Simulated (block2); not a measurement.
# [NO3]− (nitrate): DMRG/ANO-RCC-MB

Aim: the energy change on altering one bond length of [NO3]− (nitrate) at DMRG/ANO-RCC-MB, from 2 runs. The job is set up through a Python script.

The results are computed with block2 0.5.4.

6 further runs of the same task are left out: 4 that didn't finish, 2 set aside as unsound or not needed.

## 1. The molecule

[NO3]−: 4 atoms, total charge -1, spin state singlet. SMILES: `O=[N+]([O-])[O-]`. The coordinates come from a PBE0-D4/def2-TZVPD relaxation.

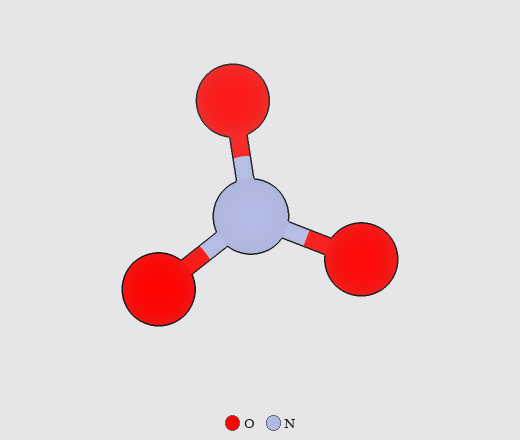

The structure, seen from a chosen angle (oxygen red, nitrogen light blue).

## 2. The energy at DMRG/ANO-RCC-MB

job.py reads:

```python
import numpy as np
from pyscf import cc, dft, gto, lo, mp, scf
from pyblock2._pyscf.ao2mo import integrals as itg
from pyblock2.driver.core import DMRGDriver, SymmetryTypes

geom = """
O      0.296520     0.524040     1.091530
N      0.000000     0.000000     0.000000
O      0.470440    -1.113360    -0.305120
O     -0.766950     0.589330    -0.786420
"""
mol = gto.M(
    atom=geom,
    basis="ano-rcc-mb",
    charge=-1,
    spin=0,
    verbose=4,
    max_memory=2000,
)
print("basis functions = %d" % (mol.nao))
mf = scf.RHF(mol)
mf.conv_tol = 1e-10
mf.max_cycle = 200
mf.kernel()
if not mf.converged:
    mf = mf.newton().run(mf.mo_coeff, mf.mo_occ)
print("E(HF) = %.10f" % (mf.e_tot))
# single-reference ladder for comparison
ref = mf
pt = mp.MP2(ref, frozen=4).run()
mycc = cc.CCSD(ref, frozen=4)
mycc.max_cycle = 150
mycc.kernel()
print("E(MP2) = %.10f" % (pt.e_tot))
if mycc.converged:
    print(f"CCSD total energy = {mycc.e_tot:.10f}")
    print("CCSD(T) total energy = %.10f" % (mycc.e_tot + mycc.ccsd_t()))
    print(f"T1 = {mycc.get_t1_diagnostic():.4f}")
# a few density functionals on the same geometry and basis
ks = dft.RKS(mol, xc="m06l").set(conv_tol=1e-9, verbose=3).run()
if ks.converged:
    print("E(M06-L) = %.8f" % (ks.e_tot))
ks = dft.RKS(mol, xc="wb97x").set(conv_tol=1e-9, verbose=3).run()
if ks.converged:
    print("E(wB97X) = %.8f" % (ks.e_tot))
ks = dft.RKS(mol, xc="blyp").set(conv_tol=1e-9, verbose=3).run()
if ks.converged:
    print("E(BLYP) = %.8f" % (ks.e_tot))
# localise doubly occupied and virtual orbitals apart
mo = mf.mo_coeff.copy()
for a, b in ((4, 16), (16, 20)):
    if b - a > 1:
        mo[:, a:b] = lo.PM(mol, mo[:, a:b]).kernel()
mf.mo_coeff = mo
ncas, n_elec, spin, ecore, h1e, g2e, orb_sym = itg.get_rhf_integrals(mf, ncore=4, ncas=16, pg_symm=False, g2e_symm=8)
driver = DMRGDriver(scratch="./tmp", symm_type=SymmetryTypes.SU2, stack_mem=1500 << 20, n_threads=1)
driver.initialize_system(n_sites=ncas, n_elec=n_elec, spin=spin, orb_sym=orb_sym)
mpo = driver.get_qc_mpo(h1e=h1e, g2e=g2e, ecore=ecore, iprint=1)
occs = np.array([1.7] * 12 + [0.3] * 4)
ket = driver.get_random_mps(tag="GS", bond_dim=50, nroots=1, occs=occs)
bond_dims = [50] * 4 + [100] * 4 + [200] * 3
noises = [0.0001] * 4 + [0.0001] * 4 + [1e-05] * 3 + [0]
thrds = [1e-07] * 11
e = driver.dmrg(mpo, ket, n_sweeps=17, tol=1e-07, bond_dims=bond_dims, noises=noises, thrds=thrds, iprint=1)
ms, dws, es = driver.get_dmrg_results()
print("discarded weight = %.3e" % (dws[-1]))
print("total energy = %.10f" % (e))
dm1 = driver.get_1pdm(ket)
print("natural occupations =", np.round(np.linalg.eigvalsh(dm1)[::-1], 5).tolist())
c_act = mf.mo_coeff[:, 4:20]
dm_ao = c_act @ dm1 @ c_act.T + 2 * mf.mo_coeff[:, :4] @ mf.mo_coeff[:, :4].T
print("dipole / D =", np.round(scf.hf.dip_moment(mol, dm_ao, verbose=0), 4).tolist())
print(f"max block entropy = {max(driver.get_bipartite_entanglement(ket)):.4f}")
```

Started as:

```
$ python job.py
```

The log of the run:

```text
[INPUT] verbose = 4
[INPUT] num. atoms = 4
[INPUT] num. electrons = 32
[INPUT] charge = -1
[INPUT] spin (= nelec alpha-beta = 2S) = 0
[INPUT] symmetry False subgroup None
[INPUT] Mole.unit = angstrom
[INPUT] Symbol           X                Y                Z      unit          X                Y                Z       unit  Magmom
[INPUT]  1 O      0.296520000000   0.524040000000   1.091530000000 AA    0.560341590456   0.990292078317   2.062692756747 Bohr   0.0
[INPUT]  2 N      0.000000000000   0.000000000000   0.000000000000 AA    0.000000000000   0.000000000000   0.000000000000 Bohr   0.0
[INPUT]  3 O      0.470440000000  -1.113360000000  -0.305120000000 AA    0.889002758040  -2.103945478046  -0.576593235127 Bohr   0.0
[INPUT]  4 O     -0.766950000000   0.589330000000  -0.786420000000 AA   -1.449325451235   1.113672296990  -1.486118418880 Bohr   0.0

nuclear repulsion = 118.372543542355
number of shells = 8
number of NR pGTOs = 164
number of NR cGTOs = 20
basis = ano-rcc-mb
ecp = {}
CPU time:         0.62
basis functions = 20

[... 37 lines left out ...]
converged SCF energy = -278.600326219749
[... 23 lines left out ...]
Init t2, MP2 energy = -278.779546481293  E_corr(MP2) -0.179220261543996
[... 10 lines left out ...]
CCSD converged
[... 2 lines left out ...]
CCSD total energy = -278.7943591127
[... 1 line left out ...]
CCSD(T) total energy = -278.8071504321
[... 10 lines left out ...]
converged SCF energy = -280.054544308885
[... 10 lines left out ...]
converged SCF energy = -280.016947476238
[... 10 lines left out ...]
converged SCF energy = -280.084453418489
[... 58 lines left out ...]
integral symmetrize error =  0.0
integral cutoff error =  0.0
[... 42 lines left out ...]
Sweep =    6 | Direction =  forward | Bond dimension =  100 | Noise =  1.00e-04 | Dav threshold =  1.00e-07
Time elapsed =     17.275 | E =    -278.8065488472 | DE = -8.56e-04 | DW = 8.51761e-05

Sweep =    7 | Direction = backward | Bond dimension =  100 | Noise =  1.00e-04 | Dav threshold =  1.00e-07
Time elapsed =     21.584 | E =    -278.8065497933 | DE = -9.46e-07 | DW = 8.79053e-05

Sweep =    8 | Direction =  forward | Bond dimension =  200 | Noise =  1.00e-05 | Dav threshold =  1.00e-07
Time elapsed =     30.019 | E =    -278.8076425201 | DE = -1.09e-03 | DW = 4.48501e-06

Sweep =    9 | Direction = backward | Bond dimension =  200 | Noise =  1.00e-05 | Dav threshold =  1.00e-07
Time elapsed =     47.849 | E =    -278.8091241306 | DE = -1.48e-03 | DW = 8.08991e-06

Sweep =   10 | Direction =  forward | Bond dimension =  200 | Noise =  1.00e-05 | Dav threshold =  1.00e-07
Time elapsed =     62.393 | E =    -278.8093522714 | DE = -2.28e-04 | DW = 1.12463e-05

Sweep =   11 | Direction = backward | Bond dimension =  200 | Noise =  0.00e+00 | Dav threshold =  1.00e-08
Time elapsed =     79.171 | E =    -278.8093799924 | DE = -2.77e-05 | DW = 1.20241e-05

Sweep =   12 | Direction =  forward | Bond dimension =  200 | Noise =  0.00e+00 | Dav threshold =  1.00e-08
Time elapsed =     94.173 | E =    -278.8094330726 | DE = -5.31e-05 | DW = 1.18899e-05

Sweep =   13 | Direction = backward | Bond dimension =  200 | Noise =  0.00e+00 | Dav threshold =  1.00e-08
Time elapsed =    109.660 | E =    -278.8094330728 | DE = -2.14e-10 | DW = 1.17539e-05

discarded weight = 1.175e-05
total energy = -278.8094330728
natural occupations = [1.99846, 1.99846, 1.99814, 1.99341, 1.99338, 1.99315, 1.98327, 1.97559, 1.95987, 1.95977, 1.94334, 1.94317, 0.13765, 0.04811, 0.03713, 0.0371]
dipole / D = [0.0004, -0.0004, 0.0005]
max block entropy = 0.7687
```

Run time: 2.1 min. Hardware: 1 thread of Arm Neoverse V1, shared host; peak memory 0.62 GiB.

## 3. The distorted shape: a single-point energy at DMRG/ANO-RCC-MB

dmrg.py reads:

```python
import numpy as np
from pyscf import cc, dft, gto, mcscf, mp, scf
from pyblock2._pyscf.ao2mo import integrals as itg
from pyblock2.driver.core import DMRGDriver, SymmetryTypes

geom = """
O      1.71985297     0.09931456     3.25164040
N      1.15951138    -0.89097752     1.18894765
O      2.04851414    -2.99492300     0.61235441
O     -1.44932545     1.11367230    -1.48611842
"""
mol = gto.M(
    atom=geom,
    basis="ano-rcc-mb",
    unit="bohr",
    charge=-1,
    verbose=3,
)
print("basis functions                = %d" % (mol.nao))
mf = scf.RHF(mol)
mf.conv_tol = 1e-10
mf.max_cycle = 200
mf.kernel()
if not mf.converged:
    mf = mf.newton().run(mf.mo_coeff, mf.mo_occ)
print(f"E(HF)                          = {mf.e_tot:.10f}")
ref = mf
pt = mp.MP2(ref, frozen=4).run()
mycc = cc.CCSD(ref, frozen=4)
mycc.max_cycle = 150
mycc.kernel()
print(f"E(MP2)                         = {pt.e_tot:.10f}")
if mycc.converged:
    print("CCSD total energy              = %.10f" % (mycc.e_tot))
    print("E(CCSD(T))                     = %.10f" % (mycc.e_tot + mycc.ccsd_t()))
    print("T1                             = %.4f" % (mycc.get_t1_diagnostic()))
ks = dft.RKS(mol, xc="m06l").set(conv_tol=1e-9, verbose=3).run()
if ks.converged:
    print("E(M06-L)                       = %.8f" % (ks.e_tot))
ks = dft.RKS(mol, xc="wb97x").set(conv_tol=1e-9, verbose=3).run()
if ks.converged:
    print(f"E(wB97X)                       = {ks.e_tot:.8f}")
ks = dft.RKS(mol, xc="blyp").set(conv_tol=1e-9, verbose=3).run()
if ks.converged:
    print(f"E(BLYP)                        = {ks.e_tot:.8f}")
occ_no, mo = mcscf.addons.make_natural_orbitals(mp.MP2(mf, frozen=4).run())
mf.mo_coeff = mo
ncas, n_elec, spin, ecore, h1e, g2e, orb_sym = itg.get_rhf_integrals(mf, ncore=4, ncas=16, pg_symm=False, g2e_symm=1)
dmrg = DMRGDriver(scratch="./tmp", symm_type=SymmetryTypes.SU2, stack_mem=1500 << 20, n_threads=1)
idx = dmrg.orbital_reordering(h1e, g2e, method="gaopt")
print("orbital order:", idx.tolist())
h1e = h1e[np.ix_(idx, idx)]
g2e = g2e[np.ix_(idx, idx, idx, idx)]
orb_sym = np.array(orb_sym)[idx]
dmrg.initialize_system(n_sites=ncas, n_elec=n_elec, spin=spin, orb_sym=orb_sym)
mpo = dmrg.get_qc_mpo(h1e=h1e, g2e=g2e, ecore=ecore, iprint=0)
occs = np.array([1.8] * 12 + [0.2] * 4)[idx]
psi = dmrg.get_random_mps(tag="GS", bond_dim=200, nroots=1, occs=occs)
bond_dims = [200] * 4 + [300] * 3 + [400] * 4
noises = [0.0001] * 4 + [0.0001] * 3 + [1e-05] * 4 + [0]
thrds = [1e-07] * 11
e = dmrg.dmrg(mpo, psi, n_sweeps=17, tol=1e-07, bond_dims=bond_dims, noises=noises, thrds=thrds, iprint=2)
ms, dws, es = dmrg.get_dmrg_results()
print("max discarded weight           = %.3e" % (dws[-1]))
print(f"total energy                   = {e:.10f}")
dm1 = dmrg.get_1pdm(psi)
print("natural occupations            =", np.round(np.linalg.eigvalsh(dm1)[::-1], 5).tolist())
c_act = mf.mo_coeff[:, 4:20][:, idx]
dm_ao = c_act @ dm1 @ c_act.T + 2 * mf.mo_coeff[:, :4] @ mf.mo_coeff[:, :4].T
print("dipole moment (debye)          =", np.round(scf.hf.dip_moment(mol, dm_ao, verbose=0), 4).tolist())
print(f"largest bipartite entropy      = {max(dmrg.get_bipartite_entanglement(psi)):.4f}")
```

Started as:

```
$ python dmrg.py
```

The log of the run:

```text
basis functions                = 20
[... 43 lines left out ...]
 --> Site =    5-   6 .. Mmps =  200 Ndav =  19 E =   -278.6846075087 Error = 1.28e-07 FLOPS = 4.38e+09 Tdav = 6.11 T = 6.69
[... 44 lines left out ...]
 --> Site =    2-   3 .. Mmps =   35 Ndav =   2 E =   -278.7901417116 Error = 0.00e+00 FLOPS = 2.34e+09 Tdav = 0.01 T = 0.12
[... 35 lines left out ...]
 <-- Site =    0-   1 .. Mmps =   31 Ndav =   1 E =   -278.7904976483 Error = 4.50e-20 FLOPS = 5.94e+08 Tdav = 0.00 T = 0.02
[... 44 lines left out ...]
 <-- Site =    3-   4 .. Mmps =  300 Ndav =   1 E =   -278.7906330737 Error = 7.20e-10 FLOPS = 3.38e+09 Tdav = 0.05 T = 0.63
[... 44 lines left out ...]
 <-- Site =    6-   7 .. Mmps =  400 Ndav =   4 E =   -278.7906657222 Error = 9.56e-07 FLOPS = 4.49e+09 Tdav = 8.19 T = 12.24
[... 44 lines left out ...]
 <-- Site =    9-  10 .. Mmps =  400 Ndav =   2 E =   -278.7906652806 Error = 8.91e-10 FLOPS = 4.33e+09 Tdav = 1.65 T = 3.53
[... 44 lines left out ...]
 <-- Site =   12-  13 .. Mmps =   35 Ndav =   1 E =   -278.7906653754 Error = 0.00e+00 FLOPS = 2.31e+09 Tdav = 0.03 T = 0.33
[... 30 lines left out ...]
 --> Site =    9-  10 .. Mmps =  400 Ndav =   2 E =   -278.7906661254 Error = 2.73e-13 FLOPS = 4.29e+09 Tdav = 1.66 T = 3.89
 --> Site =   10-  11 .. Mmps =  335 Ndav =   1 E =   -278.7906661254 Error = 1.52e-19 FLOPS = 4.23e+09 Tdav = 0.30 T = 1.77
 --> Site =   11-  12 .. Mmps =  204 Ndav =   1 E =   -278.7906661253 Error = 1.28e-19 FLOPS = 3.61e+09 Tdav = 0.06 T = 0.88
 --> Site =   12-  13 .. Mmps =  119 Ndav =   1 E =   -278.7906661253 Error = 6.72e-20 FLOPS = 2.45e+09 Tdav = 0.01 T = 0.25
 --> Site =   13-  14 .. Mmps =   67 Ndav =   1 E =   -278.7906661253 Error = 3.79e-20 FLOPS = 1.32e+09 Tdav = 0.00 T = 0.07
 --> Site =   14-  15 .. Mmps =   25 Ndav =   1 E =   -278.7906661253 Error = 1.79e-20 FLOPS = 4.35e+08 Tdav = 0.00 T = 0.01
[... 8 lines left out ...]
max discarded weight           = 9.627e-07
total energy                   = -278.7906697678
natural occupations            = [1.99827, 1.99786, 1.99537, 1.98704, 1.98482, 1.98231, 1.96339, 1.96282, 1.96104, 1.90498, 1.90381, 1.88229, 0.19722, 0.19682, 0.04533, 0.03664]
dipole moment (debye)          = [-1.8913, 1.4533, -1.9393]
largest bipartite entropy      = 0.8466
```

It took 10 min on 1 thread of Arm Neoverse V1, shared host; peak memory 1.5 GiB.

## 4. What came out

Level: DMRG/ANO-RCC-MB, 4 core orbitals frozen.

| quantity | value |
| --- | --- |
| run 1, DMRG/ANO-RCC-MB: total energy | -278.80943 Eh |
| run 1, DMRG/ANO-RCC-MB: T1 diagnostic of the CCSD step | 0.015 |
| distorted shape: total energy | -278.79067 Eh |
| distorted shape: T1 diagnostic of the CCSD step | 0.031 |
| energy change with the N2–O4 bond stretched from 1.247 to 2.244 Å | 0.511 eV |

With the N2–O4 bond stretched from 1.247 to 2.244 Å the energy rises by 0.51 eV (11.8 kcal/mol). The first shape isn't relaxed at this level, so the change isn't measured from a minimum. The minimal basis adds a large error of its own. The basis (run 1, DMRG/ANO-RCC-MB) was made for a relativistic Hamiltonian, but the run is non-relativistic. The T1 diagnostic (distorted shape) of 0.031 is above the customary mark for such species, so a single reference may not serve. The basis (distorted shape) was made for a relativistic Hamiltonian, but the run is non-relativistic.
